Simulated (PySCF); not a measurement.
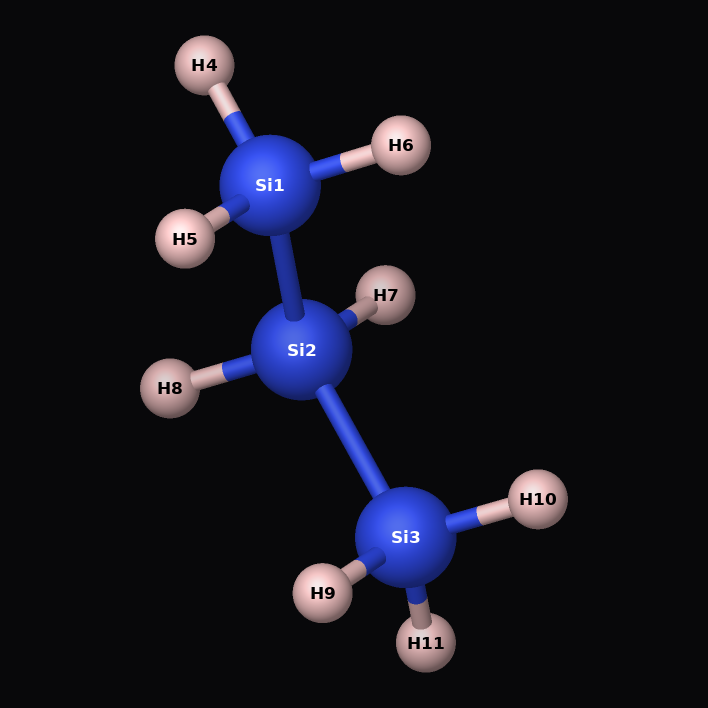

The geometry was computed by an optimisation with PBE0-D3(BJ)/def2-TZVP. No frequency run is at hand to confirm it as a minimum. Method: GIAO ωB97X-D/pcSseg-2 NMR shielding, non-relativistic, gas phase (PySCF 2.14.0), and the same with a continuum solvent (IEF-PCM, Bondi radii x 1.2, gas-phase geometry).

How do dipole (D), HOMO–LUMO gap (eV), σ(Si2) (ppm), σ(Si1) (ppm), σ(H4) (ppm) change in chloroform (ε = 4.7)?

```csv
medium,dipole (D),HOMO–LUMO gap (eV),σ(Si2) (ppm),σ(Si1) (ppm),σ(H4) (ppm)
gas phase,0.08,11.28,463.9,449.5,27.75
chloroform,0.09,11.28,463.2,449.2,27.76
```
